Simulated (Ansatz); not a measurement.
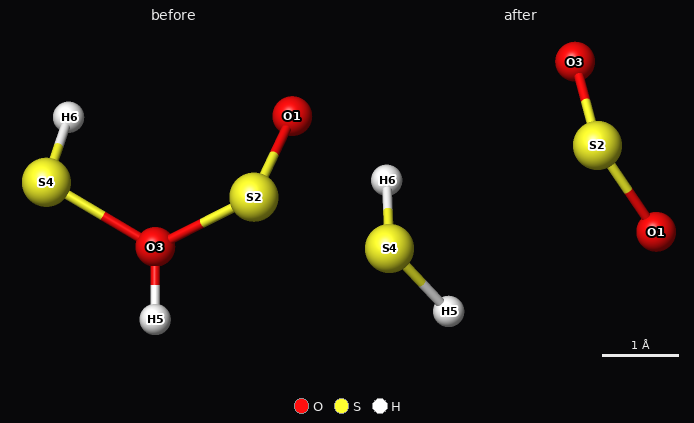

The structure of H2S2O2 before (left) and after (right) a relaxation, at one scale.

The picture is a ball-and-stick view, seen at a tilt.

It is one of the separated reactants of a reaction.

Theory: RKS PBE-D4/def2-SVP (Ansatz 0.2.0).

Input file:
```yaml
crystal:
  periodic: [false, false, false]
  atoms:
    - {symbol: O, position_ang: [-0.066729, 0.677774, -1.357288]}
    - {symbol: S, position_ang: [1.207638, -0.003762, -0.603010]}
    - {symbol: O, position_ang: [0.491734, -0.922182, 0.552044]}
    - {symbol: S, position_ang: [-0.038145, -0.156260, 1.960427]}
    - {symbol: H, position_ang: [0.876519, -1.811595, 0.594288]}
    - {symbol: H, position_ang: [-1.174360, 0.354084, 1.448246]}
basis:
  gaussian: {orbitals: def2-SVP}
hamiltonian: {xc: pbe, dispersion: d4}
relax: {f_tol: 0.03, max_steps: 250}
```

Command:
```bash
ansatz run in.yaml --threads 2 --pin off --events-out ev --progress --plain --max-ram 4352MiB
```

Summarise the run.

After 80 accepted moves (98 points after the start) the energy has fallen by 4.055 eV. Largest force component: 5.8 eV/Å at the start, 0.029 eV/Å at the end. The line search rejected the trial steps at points 5, 22, 27, 29, 40, 43, 48, 53 and more of the run. The forces were under the threshold at step 33, but the run went on from there. The largest move after the best rigid fit is that of O3, 2.67 Å. Largest moves by element: O 2.67 Å, H 0.95 Å, S 0.91 Å. Some distances before and after: O3–H5 0.970 → 3.734 Å, O3–S4 1.688 → 3.559 Å, S4–H5 2.333 → 1.362 Å, S2–S4 2.854 → 3.113 Å. New bonds form, among them: S4–H5 (2.33 → 1.36 Å). Bonds break, among them: O3–H5 (0.97 → 3.73 Å), O3–S4 (1.69 → 3.56 Å). Bond angles that change, for instance: O1–S2–O3 102.6° → 117.6°.
